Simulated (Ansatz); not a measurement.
# SiHCl3 (SMILES Cl[SiH](Cl)Cl): the energy, rung by rung

SiHCl3 has 5 atoms, charge 0, and is taken as a singlet. SMILES: `Cl[SiH](Cl)Cl`. The shape is that of a PBE0-D4/def2-TZVP optimisation.

```xyz
5

Cl    1.6909   -0.5714    0.8919
Si   -0.0813   -0.0127    0.0754
Cl    0.0177    1.9337   -0.4913
Cl   -0.4760   -1.1705   -1.5442
H    -1.1513   -0.1791    1.0681
```

Each level gives the energy change with the Si2–Cl4 bond stretched from 2.030 to 3.045 Å (eV). The values are calculated.

| level | kind | program | value (eV) | less FCI/STO-3G |
| --- | --- | --- | --- | --- |
| PBE/STO-3G (restricted) | GGA | Ansatz | 2.76 | -0.24 |
| BHLYP/STO-3G (restricted) | global hybrid | Ansatz | 3.54 | +0.54 |
| r2SCAN0/STO-3G (restricted) | hybrid meta-GGA | Ansatz | 3.38 | +0.38 |
| wB97M-V/STO-3G (restricted) | range-separated hybrid | Ansatz | 3.56 | +0.56 |
| MP2/STO-3G (restricted) | perturbation theory | Ansatz | 3.51 | +0.51 |
| BCCD(T)/STO-3G (restricted) | coupled cluster or CI | Ansatz | 3.01 | +0.01 |
| CCSD/STO-3G (restricted) | coupled cluster or CI | Ansatz | 3.06 | +0.06 |
| CCSDT(Q)/STO-3G (restricted) | coupled cluster or CI | Ansatz | 3.00 | 0.00 |
| FCI/STO-3G | exact in the basis | Ansatz | 3.00 | 0.00 |

FCI/STO-3G is exact within its basis and frozen core, so for wave-function methods in that basis the difference is their error; functionals converge differently with the basis, so for them it is only a difference. The first shape isn't each level's own minimum. The values span 2.76 to 3.56 eV. All rows use very small basis sets, so none should be taken for the real molecule's value.

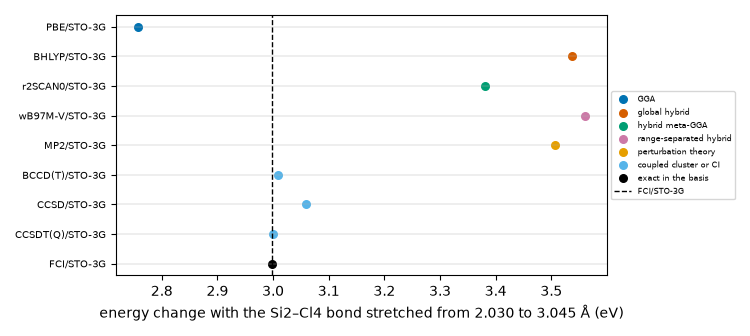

The values of the table, level by level.
